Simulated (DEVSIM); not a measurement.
System: illuminated GaAs p-on-n cell, one wavelength, at 250 K.

```csv
layer (left to right),material,thickness (μm),Nd (cm⁻³),Na (cm⁻³),τn (s),τp (s),absorption coefficient (cm⁻¹)
1,GaAs,0.0760,-,1.1e18,4.5e-11,6.1e-10,5000
2,GaAs,3.80,1e15,-,1.8e-9,1.8e-9,5000
```

Left contact: ohmic, minority electron recombination velocity 2e5 cm/s. Right contact: ohmic, minority hole recombination velocity 10000 cm/s. Voltage is applied to the left contact. Recombination: SRH at mid-gap, radiative, Auger. Light enters at the left, 7.9e17 photons cm⁻² s⁻¹, one pass, no reflection. Mobility is constant in doping.

This is a model device: material constants are rounded textbook-type values typed into the input, and sizes, dopings and lifetimes were drawn at random. Values at 300 K; Nc and Nv go as T^1.5, mobilities as T to minus their exponent, the gap by Varshni's rule with the affinity fixed.

| parameter | GaAs |
|---|---|
| gap (eV) | 1.424 |
| affinity (eV) | 4.07 |
| permittivity | 12.9 |
| Nc (cm⁻³) | 4.7e17 |
| Nv (cm⁻³) | 9e18 |
| μn (cm²/Vs) | 8500 |
| μp (cm²/Vs) | 400 |
| T exponent of μn | 2.1 |
| T exponent of μp | 2.2 |
| B (cm³/s) | 2e-10 |
| Cn (cm⁶/s) | 1e-30 |
| Cp (cm⁶/s) | 1e-30 |
| Varshni α (eV/K) | 0.000541 |
| Varshni β (K) | 204 |

DEVSIM, 1D drift-diffusion, Boltzmann statistics, complete ionisation; no tunnelling, impact ionisation, image-force lowering or self-heating.

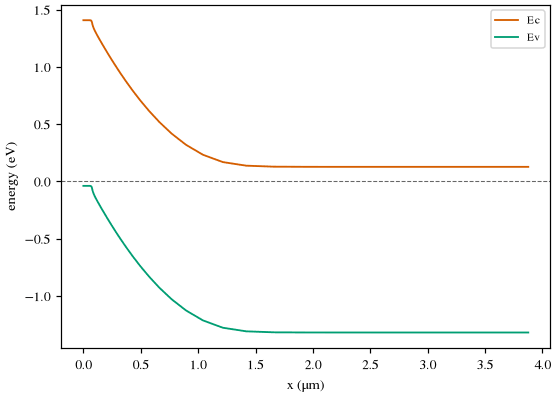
Figure. Band edges at zero bias, in the dark

Energies count from the Fermi level of the right contact; mesh points crowd at the junctions.

| x (μm) | Ec (eV) | Ev (eV) | n (cm⁻³) | p (cm⁻³) | field (V/cm) |
|---|---|---|---|---|---|
| 0.000 | 1.407 | -0.039 | < 1e2 | 1.1e18 | ≈ 0 |
| 0.01299 | 1.407 | -0.039 | < 1e2 | 1.1e18 | ≈ 0 |
| 0.02838 | 1.407 | -0.039 | < 1e2 | 1.1e18 | ≈ 0 |
| 0.04681 | 1.407 | -0.039 | < 1e2 | 1.1e18 | -33 |
| 0.06694 | 1.404 | -0.042 | < 1e2 | 9.8e17 | -6700 |
| 0.07913 | 1.369 | -0.077 | < 1e2 | 1.9e17 | -39000 |
| 0.09619 | 1.323 | -0.124 | < 1e2 | 2.2e16 | -22000 |
| 0.1365 | 1.247 | -0.199 | < 1e2 | 6.6e14 | -18000 |
| 0.1949 | 1.147 | -0.300 | < 1e2 | 6.3e12 | -17000 |
| 0.2839 | 1.003 | -0.443 | < 1e2 | 8.0e9 | -15000 |
| 0.4284 | 0.794 | -0.652 | < 1e2 | 490000 | -13000 |
| 0.7694 | 0.416 | -1.030 | 1.4e9 | < 1e2 | -8700 |
| 1.216 | 0.168 | -1.278 | 1.5e14 | < 1e2 | -2600 |
| 1.940 | 0.127 | -1.319 | 9.9e14 | < 1e2 | -14 |
| 2.890 | 0.127 | -1.319 | 1.0e15 | < 1e2 | ≈ 0 |
| 3.278 | 0.127 | -1.319 | 1.0e15 | < 1e2 | ≈ 0 |
| 3.516 | 0.127 | -1.319 | 1.0e15 | < 1e2 | ≈ 0 |
| 3.664 | 0.127 | -1.319 | 1.0e15 | < 1e2 | ≈ 0 |
| 3.776 | 0.127 | -1.319 | 1.0e15 | < 1e2 | ≈ 0 |
| 3.827 | 0.127 | -1.319 | 1.0e15 | < 1e2 | ≈ 0 |
| 3.855 | 0.127 | -1.319 | 1.0e15 | < 1e2 | ≈ 0 |
| 3.876 | 0.127 | -1.319 | 1.0e15 | < 1e2 | ≈ 0 |
